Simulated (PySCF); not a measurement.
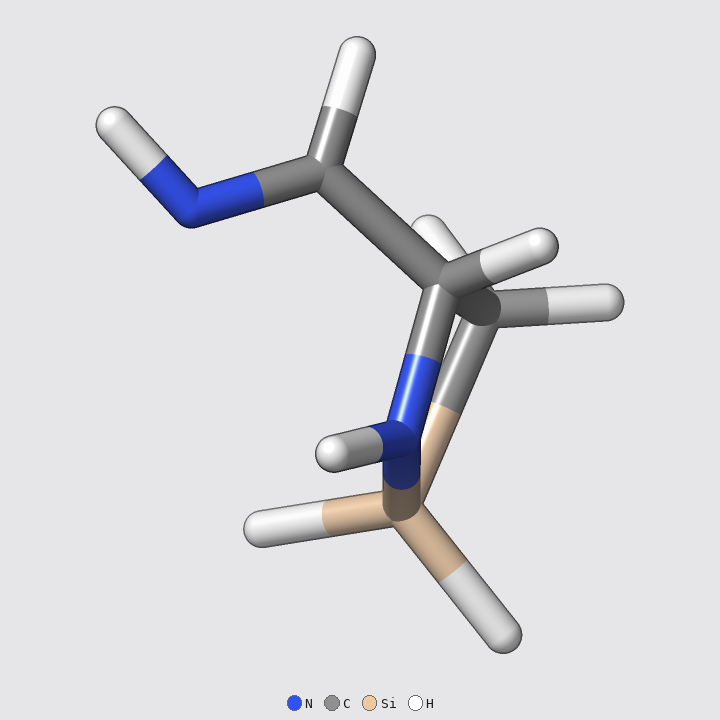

Computed geometry: GFN2-xTB optimisation. No frequency run is at hand to confirm it as a minimum. Properties computed with ωB97X-D/def2-SVPD, gas phase (PySCF 2.14.0). Excitations: vertical, linear response.

Computed properties:

The species is C₃H₈N₂Si (`[H]/N=C/[C@@H]1C[SiH2]N1`).
- dipole moment: 1.74 D
- HOMO energy (Kohn–Sham orbital): −8.61 eV
- LUMO energy (Kohn–Sham orbital): 1.51 eV
- HOMO–LUMO gap: 10.12 eV
- mean static polarisability: 73.7 bohr³
- lowest vertical singlet excitation: 5.36 eV
- its oscillator strength: 0.002
- brightest of the 8 lowest singlets: 7.10 eV
- its oscillator strength: 0.09

The geometry is semi-empirical. Around Si such bond lengths and angles can be off by a tenth of an ångström or more and by several degrees, and values that hang on the shape move with them.
